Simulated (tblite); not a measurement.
Run report: CH5F2Si2, geometry relaxation (part 1 of 2)

System: CH5F2Si2, multiplicity 2.
Method: GFN2-xTB geometry optimisation, gas phase (tblite 0.8.0).

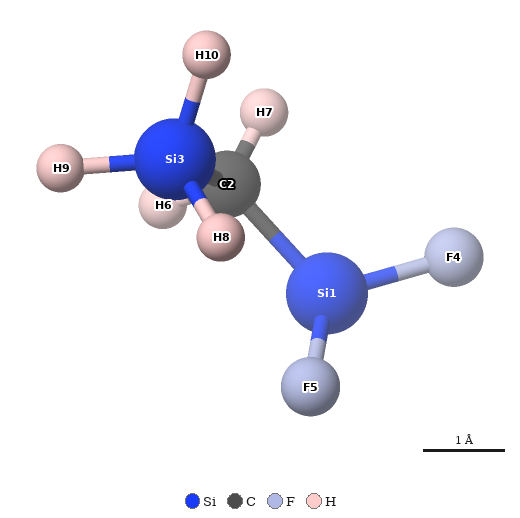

**Figure 1.** The input geometry (ball-and-stick view, seen at a tilt; atoms are numbered from 1 in the order of the input). Bond lengths as drawn: C–H 1.04 to 1.06 Å, C–Si 1.83 to 1.87 Å, F–Si 1.67 to 1.68 Å and H–Si 1.41 to 1.42 Å.

## Results in brief

- outcome: converged
- total energy: −480.6679 eV
- hardware: 1 CPU thread, shared host
- wall time: 1 s
- peak memory: 0.18 GiB

## Input file
```
{"job": {"kind": "relax", "xc": "GFN2-xTB", "basis": "xTB"}, "charge": 0, "multiplicity": 2}
Si    -0.790669     0.953409     1.650941
C      0.442303    -0.356746     1.292168
Si     0.917541    -0.305451    -0.511023
F     -0.261566     2.201820     2.622621
F     -1.796485     1.390325     0.373627
H      0.045545    -1.296739     1.510794
H      1.315400    -0.187494     1.865260
H      0.117228     0.679637    -1.153114
H      0.695695    -1.572623    -1.113854
H      2.282166     0.048100    -0.604388
```

The first line tells a small driver script what to run in tblite; the rest is the geometry in Å.

Command:
```bash
OMP_NUM_THREADS=1 python <driver script> task.json out
```

## The program's output
```
step      E/eV     max force
  0    -479.89964    2.611
  1    -480.10709    1.705
  2    -480.30441    1.480
  3    -480.38850    1.255
  4    -480.45895    0.612
  5    -480.48926    0.506
  6    -480.52448    0.486
  7    -480.54519    0.551
  8    -480.55652    0.376
  9    -480.56155    0.227
 10    -480.56694    0.267
 11    -480.57013    0.186
 12    -480.57171    0.106
 13    -480.57254    0.071
 14    -480.57321    0.105
 15    -480.57390    0.112
 16    -480.57457    0.083
 17    -480.57510    0.070
 18    -480.57555    0.076
 19    -480.57604    0.077
 20    -480.57667    0.091
 21    -480.57738    0.083
 22    -480.57794    0.061
 23    -480.57823    0.045
 24    -480.57843    0.048
 25    -480.57873    0.060
 26    -480.57925    0.076
 27    -480.57992    0.085
 28    -480.58043    0.055
 29    -480.58077    0.063
 30    -480.58116    0.065
 31    -480.58181    0.108
 32    -480.58306    0.166
 33    -480.58489    0.186
 34    -480.58708    0.149
 35    -480.58957    0.111
 36    -480.59225    0.136
 37    -480.59631    0.238
 38    -480.59462    0.411
 39    -480.60433    0.243
 40    -480.61049    0.206
 41    -480.61194    0.340
 42    -480.61707    0.126
 43    -480.61887    0.119
 44    -480.62148    0.202
 45    -480.62295    0.126
 46    -480.62389    0.116
 47    -480.62482    0.060
 48    -480.62533    0.054
 49    -480.62556    0.055
 50    -480.62584    0.051
 51    -480.62624    0.063
 52    -480.62667    0.065
 53    -480.62693    0.036
 54    -480.62703    0.024
 55    -480.62709    0.023
 56    -480.62718    0.038
 57    -480.62735    0.058
 58    -480.62761    0.065
 59    -480.62787    0.048
 60    -480.62806    0.032
 61    -480.62819    0.037
 62    -480.62838    0.053
 63    -480.62877    0.070
 64    -480.62955    0.094
 65    -480.63095    0.117
 66    -480.63250    0.105
 67    -480.63407    0.114
 68    -480.63572    0.142
 69    -480.63679    0.108
 70    -480.63800    0.140
 71    -480.63993    0.116
 72    -480.64189    0.130
 73    -480.64423    0.190
 74    -480.64669    0.305
 75    -480.64869    0.165
 76    -480.65141    0.112
 77    -480.65268    0.069
 78    -480.65304    0.063
 79    -480.65367    0.065
 80    -480.65415    0.068
 81    -480.65483    0.063
 82    -480.65566    0.087
 83    -480.65648    0.091
 84    -480.65702    0.089
 85    -480.65729    0.050
 86    -480.65747    0.044
 87    -480.65766    0.038
 88    -480.65801    0.074
 89    -480.65838    0.098
 90    -480.65919    0.127
 91    -480.66046    0.117
 92    -480.66186    0.157
 93    -480.66323    0.104
 94    -480.66456    0.126
 95    -480.66498    0.087
 96    -480.66575    0.065
 97    -480.66605    0.077
 98    -480.66652    0.066
 99    -480.66689    0.051
100    -480.66731    0.055
101    -480.66769    0.027
102    -480.66778    0.017
103    -480.66781    0.010
104    -480.66783    0.015
105    -480.66784    0.010
106    -480.66784    0.008
107    -480.66786    0.006
```

## Trajectory as extended XYZ (Å, eV, eV/Å), 28 frames, from step=0 to step=107
```
10
Properties=species:S:1:pos:R:3:forces:R:3 step=0 energy=-479.89964
Si   -0.7907    0.9534    1.6509   -2.2230   0.7890   1.1180
C     0.4423   -0.3567    1.2922    0.3340   0.8650  -0.5770
Si    0.9175   -0.3055   -0.5110   -0.0720  -0.0520  -0.5240
F    -0.2616    2.2018    2.6226   -0.1010  -0.4370  -1.1900
F    -1.7965    1.3903    0.3736    1.1980   0.1280   0.9010
H     0.0455   -1.2967    1.5108   -0.4960  -1.3580   0.5210
H     1.3154   -0.1875    1.8653    0.7680   0.0130   0.8030
H     0.1172    0.6796   -1.1531   -0.3990   0.5770  -0.5920
H     0.6957   -1.5726   -1.1139   -0.1550  -0.8390  -0.3610
H     2.2822    0.0481   -0.6044    1.1450   0.3150  -0.0990
10
Properties=species:S:1:pos:R:3:forces:R:3 step=4 energy=-480.45895
Si   -0.9503    0.9100    1.7857    0.3880  -0.4720   0.0360
C     0.4284   -0.3268    1.3016   -0.1660  -0.2530   0.0490
Si    0.9299   -0.2977   -0.5709   -0.0480   0.1180   0.2110
F    -0.2661    2.1979    2.4998   -0.1510   0.0520  -0.3810
F    -1.6917    1.4374    0.4392    0.2010   0.2240   0.3400
H     0.0442   -1.3317    1.5404    0.2890   0.2700  -0.0880
H     1.3326   -0.1884    1.9182   -0.5240   0.0650  -0.1160
H     0.0914    0.7243   -1.2173    0.2390  -0.2130  -0.0930
H     0.6839   -1.6412   -1.1453    0.0850   0.3130   0.1090
H     2.3649    0.0705   -0.6184   -0.3130  -0.1040  -0.0660
10
Properties=species:S:1:pos:R:3:forces:R:3 step=8 energy=-480.55652
Si   -0.9434    0.8501    1.8223   -0.0980   0.1390   0.0050
C     0.4085   -0.3419    1.2950    0.0790  -0.1470  -0.0040
Si    0.9234   -0.2830   -0.5546   -0.0440   0.0030   0.0040
F    -0.2894    2.2028    2.4132    0.0430   0.0990  -0.0060
F    -1.6391    1.4807    0.5100   -0.1210   0.0900   0.0050
H     0.0763   -1.3409    1.5384   -0.0020  -0.3740  -0.0430
H     1.2762   -0.1729    1.9254    0.1050   0.1130   0.0850
H     0.1180    0.7083   -1.2514    0.0100   0.0350  -0.1070
H     0.6937   -1.6109   -1.1351    0.0090   0.0350   0.0420
H     2.3430    0.0620   -0.6303    0.0180   0.0070   0.0180
10
Properties=species:S:1:pos:R:3:forces:R:3 step=12 energy=-480.57171
Si   -0.9443    0.8538    1.8233    0.0330  -0.0140  -0.0420
C     0.4082   -0.3669    1.3030   -0.0620   0.0230   0.0440
Si    0.9175   -0.2767   -0.5493    0.0030   0.0160   0.0130
F    -0.2866    2.2164    2.3973    0.0440  -0.0260  -0.0290
F    -1.6512    1.5017    0.5232   -0.0660   0.0130   0.0180
H     0.0889   -1.3847    1.5301    0.0890   0.0560   0.0090
H     1.2741   -0.1584    1.9340   -0.0450  -0.0760  -0.0140
H     0.1256    0.7096   -1.2724    0.0050   0.0230  -0.0300
H     0.6961   -1.6022   -1.1276   -0.0180  -0.0420  -0.0030
H     2.3389    0.0615   -0.6287    0.0160   0.0260   0.0330
10
Properties=species:S:1:pos:R:3:forces:R:3 step=16 energy=-480.57457
Si   -0.9440    0.8548    1.8181   -0.0430  -0.0030   0.0240
C     0.4024   -0.3675    1.3051    0.0570  -0.0090  -0.0600
Si    0.9162   -0.2741   -0.5477    0.0090  -0.0120  -0.0310
F    -0.2756    2.2139    2.3869    0.0480  -0.0160  -0.0290
F    -1.6675    1.5087    0.5301   -0.0370  -0.0060   0.0080
H     0.1047   -1.3889    1.5314   -0.0540  -0.0080   0.0040
H     1.2680   -0.1677    1.9359    0.0210   0.0270   0.0150
H     0.1298    0.7131   -1.2817    0.0260  -0.0170   0.0160
H     0.6935   -1.6049   -1.1245   -0.0010   0.0340   0.0230
H     2.3397    0.0668   -0.6206   -0.0260   0.0100   0.0300
10
Properties=species:S:1:pos:R:3:forces:R:3 step=20 energy=-480.57667
Si   -0.9486    0.8524    1.8166    0.0560  -0.0140  -0.0220
C     0.4054   -0.3694    1.2996   -0.0580   0.0100   0.0690
Si    0.9179   -0.2734   -0.5507    0.0000   0.0120   0.0520
F    -0.2539    2.2060    2.3691    0.0160  -0.0220  -0.0310
F    -1.6908    1.5117    0.5401   -0.0010  -0.0360   0.0320
H     0.1050   -1.3903    1.5314   -0.0360   0.0190  -0.0310
H     1.2665   -0.1684    1.9384   -0.0070   0.0320  -0.0330
H     0.1385    0.7135   -1.2871   -0.0160   0.0210  -0.0110
H     0.6905   -1.6024   -1.1183    0.0010  -0.0330  -0.0270
H     2.3366    0.0745   -0.6061    0.0440   0.0100   0.0010
10
Properties=species:S:1:pos:R:3:forces:R:3 step=24 energy=-480.57843
Si   -0.9472    0.8483    1.8157   -0.0160   0.0240   0.0390
C     0.4016   -0.3701    1.3016   -0.0080  -0.0080  -0.0240
Si    0.9197   -0.2713   -0.5467    0.0050   0.0040  -0.0100
F    -0.2296    2.1967    2.3463    0.0220   0.0370  -0.0070
F    -1.7120    1.5070    0.5541   -0.0080  -0.0320  -0.0100
H     0.0965   -1.3897    1.5268    0.0030  -0.0150   0.0050
H     1.2641   -0.1627    1.9360   -0.0190  -0.0180  -0.0030
H     0.1448    0.7160   -1.2920    0.0010  -0.0050   0.0190
H     0.6892   -1.6026   -1.1164    0.0230   0.0250  -0.0040
H     2.3400    0.0827   -0.5924   -0.0030  -0.0120  -0.0040
10
Properties=species:S:1:pos:R:3:forces:R:3 step=28 energy=-480.58043
Si   -0.9466    0.8562    1.8320    0.0300  -0.0270   0.0060
C     0.3854   -0.3727    1.2985    0.0310  -0.0290   0.0310
Si    0.9236   -0.2654   -0.5416    0.0090   0.0120  -0.0520
F    -0.1910    2.2036    2.3113   -0.0150   0.0420  -0.0230
F    -1.7385    1.4809    0.5709   -0.0220   0.0050  -0.0090
H     0.0873   -1.3955    1.5219   -0.0270   0.0260  -0.0030
H     1.2492   -0.1655    1.9298    0.0170  -0.0340   0.0390
H     0.1501    0.7196   -1.2900    0.0000   0.0160   0.0130
H     0.7008   -1.5933   -1.1200    0.0210   0.0020  -0.0080
H     2.3468    0.0862   -0.5797   -0.0440  -0.0110   0.0070
10
Properties=species:S:1:pos:R:3:forces:R:3 step=32 energy=-480.58306
Si   -0.9340    0.8619    1.8438    0.0200   0.0950  -0.0770
C     0.3845   -0.3782    1.3006    0.0050   0.0710  -0.0430
Si    0.9243   -0.2596   -0.5465   -0.0740  -0.0340   0.1450
F    -0.1699    2.2251    2.2754   -0.0660  -0.0470  -0.0620
F    -1.7623    1.4534    0.5838    0.0460  -0.0310   0.0900
H     0.0659   -1.3942    1.5171   -0.0100  -0.0410  -0.0080
H     1.2461   -0.1843    1.9391    0.0350  -0.0620   0.0060
H     0.1504    0.7311   -1.2813   -0.0250   0.0360  -0.0200
H     0.7199   -1.5859   -1.1294   -0.0150  -0.0280  -0.0260
H     2.3423    0.0850   -0.5695    0.0840   0.0420  -0.0050
10
Properties=species:S:1:pos:R:3:forces:R:3 step=36 energy=-480.59225
Si   -0.8850    0.8945    1.8750   -0.0070   0.0670   0.0240
C     0.3712   -0.3921    1.3081   -0.0220  -0.0460   0.0600
Si    0.9187   -0.2406   -0.5296    0.1220   0.0170  -0.0510
F    -0.0885    2.2868    2.0990   -0.0690  -0.0250  -0.0640
F    -1.8565    1.3539    0.6683    0.0200   0.0200   0.0050
H    -0.0060   -1.3963    1.4921   -0.0170  -0.0010  -0.0260
H     1.2317   -0.2690    1.9668    0.0510  -0.0660  -0.0750
H     0.1577    0.7752   -1.2618    0.0360  -0.1090   0.0740
H     0.7794   -1.5591   -1.1630   -0.0940   0.0750   0.0520
H     2.3444    0.1008   -0.5218   -0.0200   0.0670   0.0000
10
Properties=species:S:1:pos:R:3:forces:R:3 step=40 energy=-480.61049
Si   -0.8109    0.9503    1.9134    0.0820  -0.0760   0.0500
C     0.3529   -0.4138    1.3265    0.0210  -0.1540   0.0590
Si    0.9348   -0.2149   -0.4927    0.1370   0.0640  -0.1400
F    -0.0094    2.3475    1.7973   -0.0360   0.0640  -0.0290
F    -1.9669    1.2268    0.8225   -0.0200   0.0310  -0.0540
H    -0.1183   -1.3902    1.4467   -0.0120   0.0800   0.0240
H     1.2254   -0.4138    1.9841   -0.0760  -0.0330  -0.0660
H     0.1828    0.8055   -1.2203   -0.0330  -0.0400   0.0500
H     0.8269   -1.4993   -1.1933   -0.0900   0.0050   0.0860
H     2.3499    0.1561   -0.4513    0.0270   0.0590   0.0210
10
Properties=species:S:1:pos:R:3:forces:R:3 step=44 energy=-480.62148
Si   -0.7394    0.9838    1.9313   -0.0070   0.0960  -0.1760
C     0.3591   -0.4360    1.3387   -0.0010  -0.0160  -0.0740
Si    0.9622   -0.1967   -0.4758   -0.0240   0.0100   0.0050
F    -0.0146    2.3921    1.5910   -0.0350  -0.0800   0.0450
F    -2.0023    1.1507    0.9241    0.1510  -0.0520   0.1230
H    -0.2056   -1.3634    1.4223    0.0160  -0.0080  -0.0020
H     1.2269   -0.5415    1.9909   -0.0990   0.0200  -0.0020
H     0.1839    0.8181   -1.1741   -0.0560   0.0410  -0.0110
H     0.8331   -1.4628   -1.2018   -0.0070  -0.0330   0.0760
H     2.3637    0.2099   -0.4137    0.0620   0.0230   0.0140
10
Properties=species:S:1:pos:R:3:forces:R:3 step=48 energy=-480.62533
Si   -0.7321    0.9834    1.9219    0.0070   0.0300  -0.0070
C     0.3570   -0.4399    1.3277   -0.0140   0.0090   0.0260
Si    0.9663   -0.1925   -0.4793    0.0030   0.0120  -0.0220
F    -0.0155    2.3977    1.6024    0.0000  -0.0350   0.0050
F    -1.9933    1.1455    0.9225    0.0230  -0.0120   0.0100
H    -0.2059   -1.3676    1.4223    0.0050   0.0100  -0.0520
H     1.2166   -0.5391    1.9884    0.0000  -0.0040   0.0100
H     0.1740    0.8198   -1.1716    0.0020   0.0060  -0.0020
H     0.8273   -1.4673   -1.1875    0.0150  -0.0200   0.0370
H     2.3728    0.2144   -0.4137   -0.0410   0.0030  -0.0030
```
